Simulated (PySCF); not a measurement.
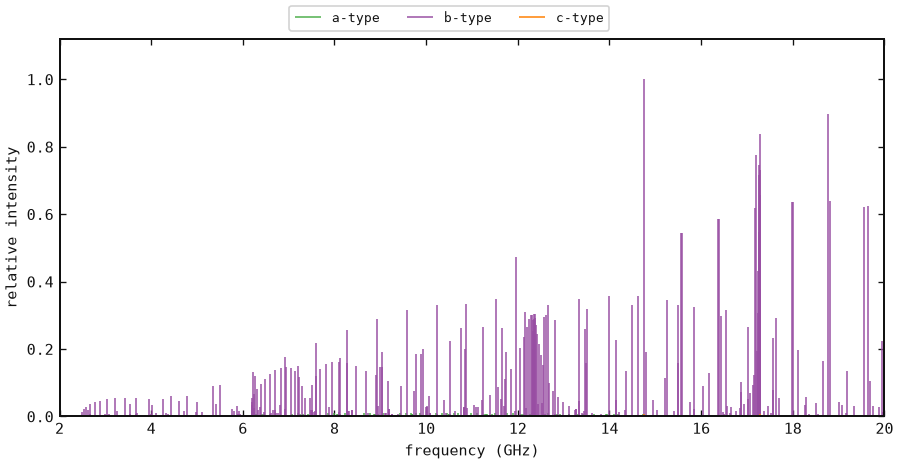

C₁₀H₁₂O₂, SMILES CCCOC(=O)c1ccccc1. Simulated rotational absorption lines between 2 and 20 GHz at 2 K: rigid rotor with the equilibrium constants and dipole of one optimised conformer (PBE0-D3(BJ)/def2-SVP, PySCF 2.14.0), commonest isotopes; no centrifugal distortion, hyperfine structure, internal rotation or nuclear-spin weights; lines within 1 MHz of each other are summed. Lines of different type are drawn apart.

What are the rotational constants, and what kind of rotor is it?

Rotational constants A, B, C = 2.872, 0.4224, 0.3845 GHz; Ray's κ = −0.97, a near-prolate asymmetric top.

Which dipole components drive the lines?

|μa|, |μb|, |μc| = 0.28, 1.69, 0.15 D; b-type lines carry 98 % of the intensity in this range.

Caveats: coarse grid, loose stop and no frequency check, small forces are noise and the end may be a saddle.
